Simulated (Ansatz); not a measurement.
One crystal and one scan (energy against volume) at two levels, PBE (plane waves to 420 eV, PAW, scalar-relativistic; Ansatz, a first-principles code) and r2SCAN (plane waves to 500 eV, PAW, scalar-relativistic; Ansatz), each from its own relaxed cell and on its own mesh. The cell shown is that of PBE.

VBiO4 (scheelite type, space group I4_1/a)

```
VBiO4
1.0
   -2.58302     2.58302     5.88974
    2.58302    -2.58302     5.88974
    2.58302     2.58302    -5.88974
Bi V O
2 2 8
Direct
  0.75000   0.25000   0.50000
  0.00000   0.00000   0.00000
  0.25000   0.75000   0.50000
  0.50000   0.50000   0.00000
  0.07895   0.96647   0.38925
  0.57722   0.68970   0.61075
  0.71647   0.82722   0.38752
  0.43970   0.32895   0.61248
  0.67105   0.28353   0.11075
  0.17278   0.56030   0.88925
  0.03353   0.42278   0.11248
  0.31030   0.92105   0.88752
```

This relaxed cell (volume V₀) is scaled evenly in all directions, its shape held. The atoms relax within the cell's symmetry.

Energies are smeared free energies. Spin-orbit coupling is left out, though Bi is heavy. The PAW data are Ansatz's earlier set. This is one of several known forms of VBiO4; the measured ambient cells at hand have space group No. 15 or 60. VBiO4 is run without spin polarisation. VBiO4 was relaxed with its symmetry unable to fall. With the shape held, the modulus is that of even scaling; a crystal free to change shape is softer. Percentages come from the unrounded values. Both scans cover V/V₀ from 0.900 to 1.100.

```csv
quantity,PBE,r2SCAN,PBE − r2SCAN
Lattice constant a (Å),5.166,5.121,+0.045 (+0.9 %)
Lattice constant c (Å),11.78,11.62,+0.16 (+1.3 %)
Relaxed volume (Å³/atom),13.10,12.70,+0.40 (+3.1 %)
"Band gap of the relaxed cell, no spin-orbit coupling (eV)",2.26,2.48,-0.22 (-9 %)
Pressure at the smallest volume (GPa),16.7,18.8,-2.1 (-11 %)
Energy cost of the largest compression (meV/atom),62.1,67.9,-5.8 (-8.6 %)
Energy cost of the largest expansion (meV/atom),42.4,46.8,-4.4 (-9.5 %)
Bulk modulus at fixed cell shape B₀ (third-order Birch-Murnaghan fit) (GPa),124.3,140.9,-16.6 (-12 %)
Pressure derivative B₀′ (fit),4.7,4.5,+0.2 (+4 %)
Pressure for 5 % compression (fit) (GPa),7.2,8.1,-0.9 (-11 %)
```

PBE gives the higher value for: lattice constant a; lattice constant c; relaxed volume. PBE gives the lower value for: band gap of the relaxed cell, no spin-orbit coupling; pressure at the smallest volume; energy cost of the largest compression; energy cost of the largest expansion; bulk modulus at fixed cell shape B₀; pressure for 5 % compression.

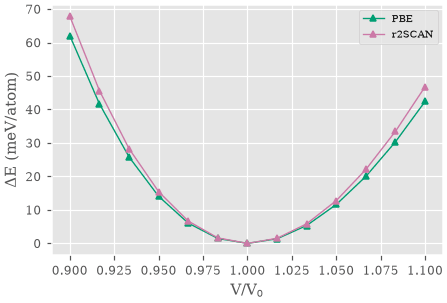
*ΔE, each from the relaxed starting cell of its own level.*

(Under strain, the slope of the energy per volume gives the stress and its curvature an elastic modulus.)
